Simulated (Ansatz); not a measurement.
# Static equation of state of (6,6) carbon nanotube bundle (120 atoms)

The cell holds 120 atoms: 120 C. Cell: a = 11.440 Å, b = 11.440 Å, c = 12.239 Å, α = 90.0°, β = 90.0°, γ = 120.0°. It derives from C (graphene). The starting structure: Graphene sheet (a = 2.46 Å) rolled into a (6,6) tube of diameter 8.14 Å, 5 periods, hexagonal bundle with 3.3 Å between walls; minimised with a classical potential (one cell length free).

Calculated with Ansatz 0.2.0: Kohn-Sham DFT, LDA, PAW (set soft_2), plane waves; cutoff 420 eV, k-mesh 2×2×1, gaussian smearing of 0.025 eV. Cell and atoms were relaxed first, to V0 = 11.559 Å³ an atom at a residual P0 = 0.006 GPa. The cell was then scaled evenly, and the atoms were relaxed at each volume.

| volume (Å³/atom) | pressure (GPa) |
| --- | --- |
| 10.403 | ? |
| 10.865 | 6.990 |
| 11.212 | 4.042 |
| 11.905 | -2.717 |
| 12.252 | -5.064 |

**Question.** Fit the third-order Birch–Murnaghan equation to the rows given and extrapolate to the withheld row.

Worked fit:

Take the Eulerian strain f = ½[(V0/V)^(2/3) − 1] and the normalised pressure F = (P − P0) / [3f(1 + 2f)^(5/2)]. The third-order Birch–Murnaghan equation is then the line F = B0 + (3/2)B0(B′ − 4) f, so u = f and v = F.

| u = f | v = F (GPa) |
| --- | --- |
| 0.0210565 | 99.7131 |
| 0.0102569 | 124.659 |
| -0.00975652 | 97.7564 |
| -0.0190504 | 97.7676 |

With n = 4: mean u = 6.2661e-4, mean v = 104.974, Σ(u − ū)² = 0.0010051, Σ(u − ū)(v − v̄) = 0.29883. Slope b = 0.29883 / 0.0010051 = 297.31; intercept a = v̄ − b ū = 104.79.

So B0 = a = 105 GPa and B′ = 4 + 2b/(3a) = 5.89. At the withheld volume f = 0.03638, F = a + b f = 115.6 GPa, and P = P0 + 3f(1 + 2f)^(5/2) F.

Prediction at 10.403: 15.05 GPa. The run gave 13.18 GPa, so the fit is high by 1.9 GPa (14 % of the value).

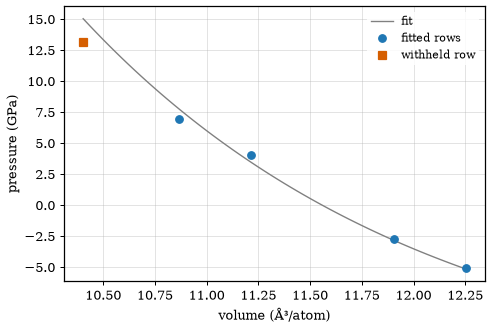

The fit, the rows that it rests on and the withheld row.

The series isn't one smooth equation of state: even a line fitted to all rows, the withheld one included, misses F by up to 16.2 %. B0 and B′ are then only the numbers of this fit, not moduli of the material. Among the rows given, the largest miss of the fit is at 10.865, by 0.79 GPa (4.4 % of the range of the table).

Limits: Static cells at zero temperature; the cell shape is held. The program notes that the SCF threshold of these relaxations is loose for the stress.

[Hosts, paths, dates, database ids (printed as entryN), source tags and the programs' standing remarks are cut or masked in the printed files.]
